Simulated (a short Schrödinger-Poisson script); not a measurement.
Structure: MOS inversion layer, SiO2 on p-type Si(100), at 300 K.

```tsv
layer	material	thickness (nm)	Na (cm⁻³)
1	SiO2	1.2	-
2	Si	1800	1.5e16
```

Constants are typed, rounded textbook-type inputs, not results; the design itself was drawn at random and stands for no fabricated device. SiO2: permittivity 3.9, conduction-band edge (eV) 3.15, gap (eV) 9, electron mass (mₑ) 0.5. Si: permittivity 11.7, conduction-band edge (eV) 0, gap (eV) 1.124, Nv at 300 K (cm⁻³) 3.1e19.

Channel valleys (confinement mass, in-plane density-of-states mass, number): Δ2 0.916, 0.19, 2; Δ4 0.19, 0.417, 4. At the gate the conduction-band edge of layer 1 lies 3.52 eV − eVg above the Fermi level of the channel; the field vanishes at the back. Gaps are held at their typed values at every temperature. Mesh 0.03 nm at interfaces.

Solved with a short Schrödinger-Poisson script written for these runs: 1D Poisson equation in equilibrium, electrons quantum, Hartree (BenDaniel-Duke, 12 states a valley, the channel's in-plane mass for all, wave functions ending at the dielectric), parabolic valleys, classical holes, full ionisation, no traps, pinning or gate leakage.

Only gate voltages with over 1e8 electrons/cm² are shown.

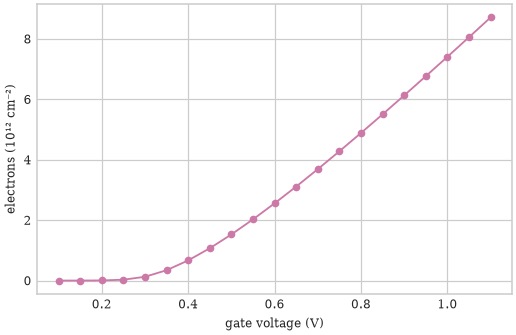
Figure: Sheet density against gate voltage

```csv
Vg (V),electrons (cm⁻²),C (μF/cm²),Δ2 E0 (meV),Δ2 E1 (meV),Δ4 E0 (meV),Δ4 E1 (meV)
0.1,1.27e8,0.0451,313.8,332.0,330.6,361.0
0.15,8.03e8,0.0474,265.2,284.0,282.5,313.8
0.2,5.03e9,0.0699,217.0,236.2,234.7,266.9
0.25,2.91e10,0.191,170.5,190.6,189.1,222.3
0.3,1.25e11,0.521,130.5,152.6,150.9,186.2
0.35,3.43e11,0.902,100.7,126.5,124.7,163.1
0.4,6.68e11,1.19,79.2,109.6,107.6,149.5
0.45,1.07e12,1.39,62.9,98.1,95.8,141.1
0.5,1.53e12,1.54,49.9,89.7,87.4,135.7
0.55,2.03e12,1.66,39.1,83.4,80.9,131.9
0.6,2.56e12,1.74,29.9,78.5,75.9,129.1
0.65,3.11e12,1.82,21.9,74.5,71.7,127.0
0.7,3.69e12,1.87,14.8,71.1,68.3,125.4
0.75,4.28e12,1.92,8.3,68.2,65.4,124.0
0.8,4.89e12,1.96,2.4,65.7,62.8,122.9
0.85,5.50e12,1.99,-3.1,63.4,60.5,122.0
0.9,6.13e12,2.02,-8.3,61.4,58.5,121.2
0.95,6.76e12,2.05,-13.2,59.6,56.6,120.5
1,7.41e12,2.07,-17.9,57.8,54.9,119.9
1.05,8.06e12,2.09,-22.4,56.2,53.3,119.4
1.1,8.71e12,2.11,-26.8,54.7,51.7,118.9
```

Subbands count from the Fermi level.
